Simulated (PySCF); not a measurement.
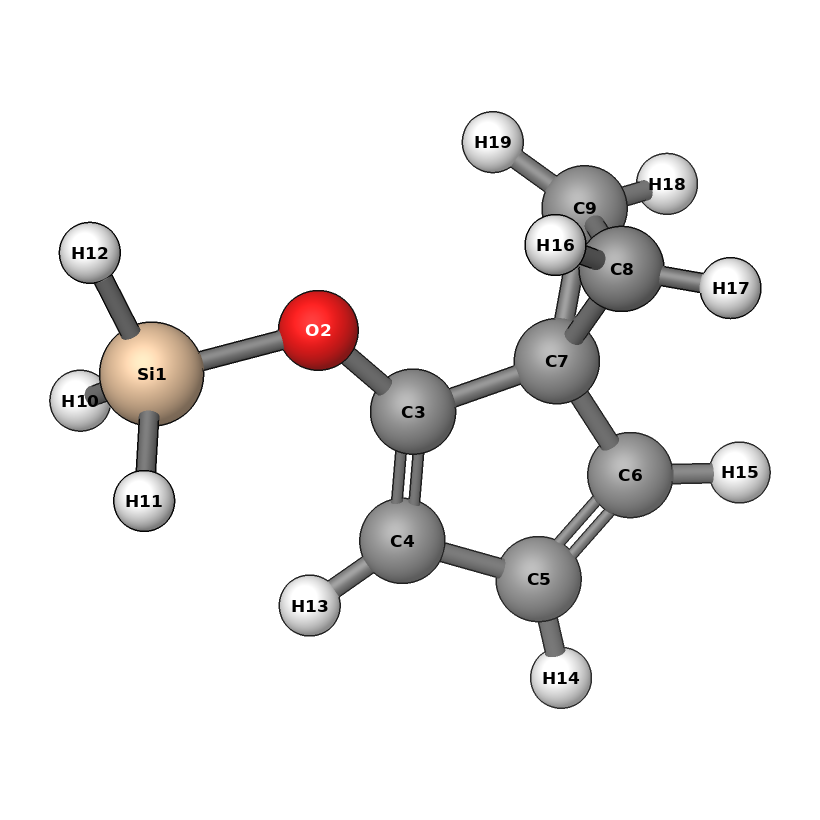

The computed structure is the end point of a PBE0-D3(BJ)/def2-SVP optimisation. No frequency run is at hand to confirm it as a minimum. Method: TDDFT PBE0/def2-SVPD, vertical, gas phase, core orbitals frozen in the response (PySCF 2.14.0), and the same with a continuum solvent (IEF-PCM, Bondi radii x 1.2, gas-phase geometry).

How do dipole (D), HOMO–LUMO gap (eV), lowest singlet (eV) change in chloroform (ε = 4.7)?

```
    medium  dipole (D)  HOMO–LUMO gap (eV)  lowest singlet (eV)
 gas phase        0.78                5.30                 4.50
chloroform        0.99                5.33                 4.48
```
